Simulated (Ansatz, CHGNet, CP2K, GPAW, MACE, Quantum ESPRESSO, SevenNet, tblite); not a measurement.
# Running the unslipped end of a generalised stacking fault on (111) (glide set) of a Ge-Si solid solution (72 atoms) with CP2K, part 2 of 2

Aim: run the unslipped end of a generalised stacking fault on (111) (glide set) of a Ge-Si solid solution (72 atoms) in CP2K and see how near its forces come to a plane-wave reference, and at what cost.

Program: CP2K 2026.2; the method stands at each step. Banners, paths, timers and routine set-up lines are dropped from the logs unmarked, and long logs keep their key lines alone; longer cuts are marked.

So far. Step 2 (PBE, DZVP-UZH, 350/50 Ry, diagonalisation): Forces lie 3.8 % from the reference's, at 0.22 times its CPU time (on 2 against 4 cores). Step 3 (PBE, TZVP-MOLOPT (SR for Ge), 350/50 Ry …): Against the first run (3.8 %), the force difference from the reference is 3.9 %, at 1.0 times the CPU time (on 4 against 2 cores), with 1224 basis functions against 936; this set comes with other potentials too, so the change isn't the basis's alone.

### Step 4. PBE, DZVP-UZH, 350/20 Ry, diagonalisation

Method: Kohn-Sham DFT, PBE, GTH-PBE pseudopotentials, Gaussian and plane waves, DZVP-MOLOPT (UZH set), diagonalisation.

input.inp reads:

```
&GLOBAL
  PROJECT cell
  RUN_TYPE ENERGY_FORCE
  PRINT_LEVEL LOW
&END GLOBAL
&FORCE_EVAL
  METHOD QS
  STRESS_TENSOR ANALYTICAL
  &DFT
    BASIS_SET_FILE_NAME BASIS_MOLOPT_UZH
    POTENTIAL_FILE_NAME POTENTIAL_UZH
    &MGRID
      CUTOFF 350
      REL_CUTOFF 20
    &END MGRID
    &QS
      EPS_DEFAULT 1.0E-12
    &END QS
    &SCF
      SCF_GUESS ATOMIC
      EPS_SCF 1.0E-06
      MAX_SCF 200
      ADDED_MOS 32
      &DIAGONALIZATION
        ALGORITHM STANDARD
      &END DIAGONALIZATION
      &SMEAR ON
        METHOD FERMI_DIRAC
        ELECTRONIC_TEMPERATURE [K] 580
      &END SMEAR
      &MIXING
        METHOD BROYDEN_MIXING
        ALPHA 0.15
        NBROYDEN 8
      &END MIXING
      &PRINT
        &RESTART OFF
        &END RESTART
      &END PRINT
    &END SCF
    &XC
      &XC_FUNCTIONAL PBE
      &END XC_FUNCTIONAL
    &END XC
    &PRINT
      &MULLIKEN ON
      &END MULLIKEN
      &HIRSHFELD ON
        SHAPE_FUNCTION DENSITY
      &END HIRSHFELD
      &MO ON
        EIGENVALUES T
        OCCUPATION_NUMBERS T
        MO_INDEX_RANGE 133 156
        &EACH
          QS_SCF 0
        &END EACH
        ADD_LAST NUMERIC
      &END MO
    &END PRINT
  &END DFT
  &SUBSYS
    &CELL
      A 6.84865 0.00000 0.00000
      B 0.00000 11.86221 0.00000
      C 0.00000 0.00000 19.57091
    &END CELL
    &TOPOLOGY
      COORD_FILE_NAME structure.xyz
      COORD_FILE_FORMAT XYZ
    &END TOPOLOGY
    &KIND Ge
      BASIS_SET DZVP-MOLOPT-PBE-GTH-q4
      POTENTIAL GTH-PBE-q4
    &END KIND
    &KIND Si
      BASIS_SET DZVP-MOLOPT-PBE-GTH-q4
      POTENTIAL GTH-PBE-q4
    &END KIND
  &END SUBSYS
  &PRINT
    &FORCES ON
    &END FORCES
    &STRESS_TENSOR ON
    &END STRESS_TENSOR
  &END PRINT
&END FORCE_EVAL
```

structure.xyz reads:

```xyz
72

[... 72 atom lines left out: the same atoms as in the first run ...]
```

On the command line:

```console
$ OMP_NUM_THREADS=2 cp2k.psmp -i input.inp > output.txt
```

Numbers of over 12 decimals in the logs are rounded to 6 here.

The program printed:

```text
CP2K| version string:                                       CP2K version 2026.2
 CP2K| Input file name                                                 input.inp
 GLOBAL| Basis set file name                                    BASIS_MOLOPT_UZH
 GLOBAL| Potential file name                                       POTENTIAL_UZH
[... lines left out ...]
 Number of electrons:                                                        288
[... lines left out ...]
  Step     Update method      Time    Convergence         Total energy    Change
[... lines left out ...]
  *** SCF run converged in    17 steps ***
[... lines left out ...]
  Fermi energy:                                                 0.184845
  Total energy:                                              -282.621087
  Total energy (extrapolated to T->0):                       -282.619669
[... lines left out ...]
 MO| E(Fermi):            0.184845 a.u.          5.029882 eV
[... lines left out ...]
 ENERGY| Total FORCE_EVAL ( QS ) energy [hartree]           -282.621070
[... lines left out ...]
 FORCES|      1 -6.57090300E-04 -1.02240009E-02 -2.59362648E-02   2.78864088E-02
 FORCES|      2  7.70237706E-03 -2.58042959E-02 -2.79756409E-03   2.70742435E-02
 FORCES|      3 -1.25469148E-02  1.13836903E-02  1.35378182E-03   1.69954759E-02
[...]
FORCES|     71  6.91953115E-03  1.04184903E-02  8.35294109E-03   1.50398297E-02
 FORCES|     72  1.00076537E-02  2.63639635E-03  2.76909427E-02   2.95616648E-02
 FORCES| Sum    -3.67256223E-04  5.09570144E-03 -1.72317005E-04
 FORCES| Total atomic force                                       5.11182389E-03
 STRESS| Analytical stress tensor [bar]
 STRESS|                        x                   y                   z
 STRESS|      x       -3.44524240937E+04  -1.32371731552E+03  -7.82626279786E+03
 STRESS|      y       -1.32371731552E+03   8.94286578988E+04   5.30799497496E+02
 STRESS|      z       -7.82626279786E+03   5.30799497496E+02   1.61237455140E+04
 STRESS| 1/3 Trace                                             2.36999931064E+04
```

It took 82 s on 2 threads of Arm Neoverse V1, shared host; peak memory 1.9 GiB.

Numbers from this run, and their distance from the reference:

| Item | Value |
| --- | --- |
| r.m.s. force component | 0.6248 eV/Å |
| r.m.s. difference of force components | 32.14 meV/Å |
| longest difference of force vectors | 129.8 meV/Å |
| force difference over r.m.s. force | 5.235 % |
| slope of forces against the reference's | 1.017 |
| correlation of force components | 0.9988 |
| pressure | 2.37 GPa |
| pressure difference | 0.656 GPa |
| energy less the same-level run's | -2.34 meV/atom |
| r.m.s. force difference from the same-level run | 22.43 meV/Å |

This is a coarse setting, run to see what it loses.

Against the first run (3.8 %), the force difference from the reference is 5.2 %, at 0.71 times the CPU time: the grid matters here.

### Step 5. Side by side

Differences are against the plane-wave reference, forces as r.m.s. over components; share is that over the reference's r.m.s. force, slope the least-squares factor from reference forces to these. Total energies of different programs have different zeros and aren't compared.

| run | Δ force, r.m.s. (meV/Å) | share (%) | slope | Δ pressure (GPa) | cores | CPU time | memory (GiB) |
| --- | --- | --- | --- | --- | --- | --- | --- |
| reference | - | - | - | - | 4 | 16 min | 4.4 |
| CP2K PBE, DZVP-UZH, 350/50 Ry, diagonalisation | 23.1 | 3.76 | 1.020 | 0.556 | 2 | 3.5 min | 1.9 |
| CP2K PBE, TZVP-MOLOPT (SR for Ge), 350/50 Ry, diagonalisation | 23.8 | 3.88 | 1.020 | 0.362 | 4 | 3.6 min | 3.5 |
| CP2K PBE, DZVP-UZH, 350/20 Ry, diagonalisation (coarse) | 32.1 | 5.24 | 1.017 | 0.656 | 2 | 2.5 min | 1.9 |

Rows marked coarse were listed beforehand as settings not expected to be converged; some can still land near the reference.

CPU time is summed over cores on a shared host, where runs went side by side, so it is rough. Symmetry, cutoffs, thresholds, outputs and thread counts weren't matched or tuned between programs; memory under MPI is the largest rank's times the ranks.

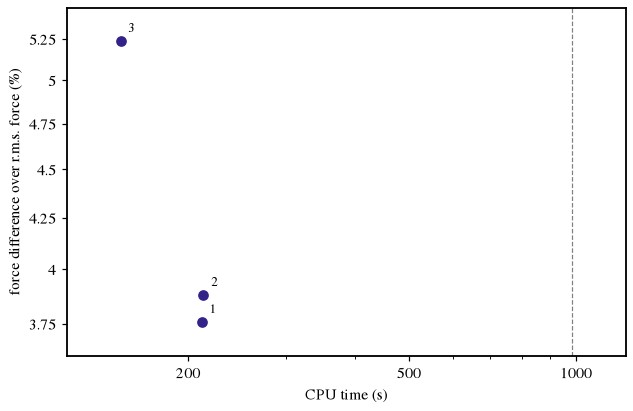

Force difference against CPU time; the dashed line marks the reference's time. Points: 1 CP2K PBE, DZVP-UZH, 350/50 Ry, diagonalisation; 2 CP2K PBE, TZVP-MOLOPT (SR for Ge), 350/50 Ry, diagonalisation; 3 CP2K PBE, DZVP-UZH, 350/20 Ry, diagonalisation.

Mean charges by element (e), by run and scheme:

| run | scheme | Ge | Si |
| --- | --- | --- | --- |
| CP2K PBE, DZVP-UZH, 350/50 Ry, diagonalisation | Mulliken | -0.05 | +0.12 |
| CP2K PBE, DZVP-UZH, 350/50 Ry, diagonalisation | Hirshfeld | 0.00 | 0.00 |
| CP2K PBE, TZVP-MOLOPT (SR for Ge), 350/50 Ry, diagonalisation | Mulliken | -0.07 | +0.16 |
| CP2K PBE, TZVP-MOLOPT (SR for Ge), 350/50 Ry, diagonalisation | Hirshfeld | 0.00 | 0.00 |

Within one program, basis, potentials and functional, energies share a zero. Each run against its twin at the usual cutoff or grid and solver:

| run | twin | Δ energy (meV/atom) | Δ force, r.m.s. (meV/Å) | CPU time over the twin's |
| --- | --- | --- | --- | --- |
| CP2K PBE, DZVP-UZH, 350/20 Ry, diagonalisation | DZVP-UZH, 350/50 Ry, diagonalisation | -2.34 | 22.4 | 0.71 |

A second geometry, displaced anew (every atom was moved at random, 0.06 Å r.m.s. a Cartesian component), gives an energy difference that all programs can be tested on. The reference puts it at 34.6 meV/atom.

| run | energy less the first geometry's (meV/atom) | error (meV/atom) | force share at the second geometry (%) |
| --- | --- | --- | --- |
| CP2K PBE, DZVP-UZH, 350/50 Ry, diagonalisation | 34.85 | 0.254 | 2.90 |
| CP2K PBE, TZVP-MOLOPT (SR for Ge), 350/50 Ry, diagonalisation | 34.30 | -0.301 | 2.85 |
| CP2K PBE, DZVP-UZH, 350/20 Ry, diagonalisation | 34.75 | 0.155 | 3.95 |

### Step 6. What came out

```yaml
nearest_in_forces: CP2K PBE, DZVP-UZH, 350/50 Ry, diagonalisation, 3.8 %
its_cpu_time: 3.5 min
```

The PBE runs in local orbitals, coarse settings apart, differ by 3.8 % (CP2K PBE, DZVP-UZH, 350/50 Ry, diagonalisation) to 3.9 % (CP2K PBE, TZVP-MOLOPT (SR for Ge), 350/50 Ry, diagonalisation); basis, grid and potentials can all enter. Runs with settings chosen to be coarse differ by 5.2 % (CP2K PBE, DZVP-UZH, 350/20 Ry, diagonalisation), their programs' other errors included. Of the electronic-structure runs that take under half the reference's CPU time, CP2K PBE, DZVP-UZH, 350/50 Ry, diagonalisation comes nearest, at 3.8 % in 3.5 min against 16 min. Charges hang on scheme and program or settings: among these rows the mean for Si runs from -0.00 to +0.16 e. The energy difference between the two geometries, 34.6 meV/atom in the reference, is met best by CP2K PBE, DZVP-UZH, 350/20 Ry, diagonalisation (coarse) (+0.155) and worst by CP2K PBE, TZVP-MOLOPT (SR for Ge), 350/50 Ry, diagonalisation (-0.301). The potentials hold different valence shells: 798 electrons in the reference, 288 in CP2K with TZVP-MOLOPT; this bears on time and differences. The reference's pressure holds the uncorrected Pulay stress of its 45 Ry basis, so small pressure differences, and their order, may be the reference's own error. The reference's stress is far from hydrostatic: its diagonal is -4.0, 8.2, 1.0 GPa, compression counted positive. The host structure and its lattice constant were typed by rule, without a check against the phase diagram. The reference's pressure of 1.7 GPa belongs to a cell and atoms that aren't relaxed at this level. The electronic-structure runs sample only Γ, in a cell whose shortest periodic width is 7 Å.

[Also dropped from logs without a mark: logging warnings of Python, and SIESTA's first energy breakdown and zero terms.]

[Logs are printed without paths, hosts, clocks, repeated set-up lines and the standing remarks that a program may print on its own settings, such as how far it seeks lower states.]

[Hosts, paths, dates, database ids (printed as entryN), source tags and the programs' standing remarks are cut or masked in the printed files.]
